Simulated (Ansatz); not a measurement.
**A small benchmark: atomisation enthalpy at 298 K**

10 molecules with oxygen; the atomisation enthalpy at 298 K in kJ/mol, computed less measured. Shapes, held fixed at every level: PBE0-D4/def2-TZVP. Flexible molecules stand in one conformer, not always the lowest. Thermal terms are harmonic and unscaled (PBE0-D4/def2-TZVP); the spin-orbit lowering of the free atoms is taken from their spectra. Programs: Ansatz 0.2.0. Measured values: Active Thermochemical Tables, CRC Handbook of Chemistry and Physics, NIST-JANAF tables.

Levels: A = HF/def2-SVP; B = SPW92/def2-TZVPP; C = PBE0-D4/def2-TZVPP; D = r2SCAN0-D4/def2-TZVPP; E = CCSDT(Q)/STO-3G.

```json
{"molecule": "CO (carbon monoxide)", "from tabulated heats": "1077", "A": "-349", "B": "+164", "C": "-17", "D": "-63", "E": "-198"}
{"molecule": "BOF (fluoro(oxo)borane)", "from tabulated heats": "1501", "A": "-435", "B": "+243", "C": "-31", "D": "-71", "E": "-196"}
{"molecule": "CO2 (carbon dioxide)", "from tabulated heats": "1609", "A": "-581", "B": "+349", "C": "+9", "D": "-63", "E": "-459"}
{"molecule": "SiO2 (silicon dioxide molecule)", "from tabulated heats": "1254", "A": "-684", "B": "+234", "C": "-73", "D": "-115", "E": "-539"}
{"molecule": "B(OH)O (oxoborinic acid)", "from tabulated heats": "1847", "A": "-559", "B": "+310", "C": "-25", "D": "-67", "E": "-275"}
{"molecule": "C2HO (ethynyloxy radical)", "from tabulated heats": "1723", "A": "-569", "B": "+361", "C": "+36", "D": "-28", "E": "-245"}
{"molecule": "HOCN (cyanic acid)", "from tabulated heats": "1671", "A": "-685", "B": "+354", "C": "+4", "D": "-83", "E": "-400"}
{"molecule": "C2H2O (ethynol)", "from tabulated heats": "2026", "A": "-665", "B": "+383", "C": "+8", "D": "-61", "E": "-205"}
{"molecule": "CH2O2 (formic acid)", "from tabulated heats": "2030", "A": "-694", "B": "+400", "C": "-3", "D": "-66", "E": "-426"}
{"molecule": "CH3O (hydroxymethyl radical)", "from tabulated heats": "1636", "A": "-495", "B": "+280", "C": "+5", "D": "-20", "E": "-158"}
```

(1) Which level does best on this set, which worst, and which err to one side?

## Answers

(1) 
```
                level                   kind  mean error  mean absolute error  worst case
          HF/def2-SVP           Hartree–Fock      -571.6                571.6       CH2O2
     SPW92/def2-TZVPP                    LDA      +307.8                307.8       CH2O2
   PBE0-D4/def2-TZVPP          global hybrid        -8.7                 21.1        SiO2
r2SCAN0-D4/def2-TZVPP          global hybrid       -63.7                 63.7        SiO2
      CCSDT(Q)/STO-3G  coupled cluster or CI      -310.1                310.1        SiO2
```

On this set PBE0-D4/def2-TZVPP has the smallest mean absolute error and HF/def2-SVP the largest. HF/def2-SVP is too low in 10 of 10; SPW92/def2-TZVPP is too high in 10 of 10; r2SCAN0-D4/def2-TZVPP is too low in 10 of 10; CCSDT(Q)/STO-3G is too low in 10 of 10. The tabulated values of BOF, SiO2, B(OH)O are in doubt (older tables, estimates, or at odds with other calculations) and kept here. Over the 7 molecules whose values aren't doubted the mean absolute errors are A 576.9; B 327.3; C 11.7; D 54.9; E 298.7. For SPW92/def2-TZVPP the error grows with the size of the molecule. Hartree–Fock lacks correlation and underbinds. Rows in very small basis sets show the basis more than the method. Correlated wave functions converge slowly with the basis. T1 is large for SiO2 (0.038), C2HO (0.061), so single-reference values are less sure there. Spin contamination: C2HO (⟨S²⟩ up to 1.18). Open shells run unrestricted. The set is small.

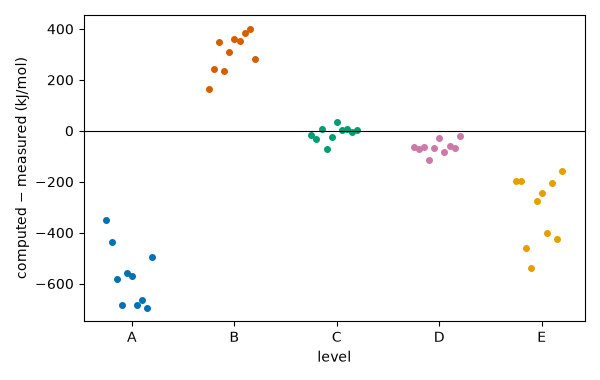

Errors of each level, one point a molecule.
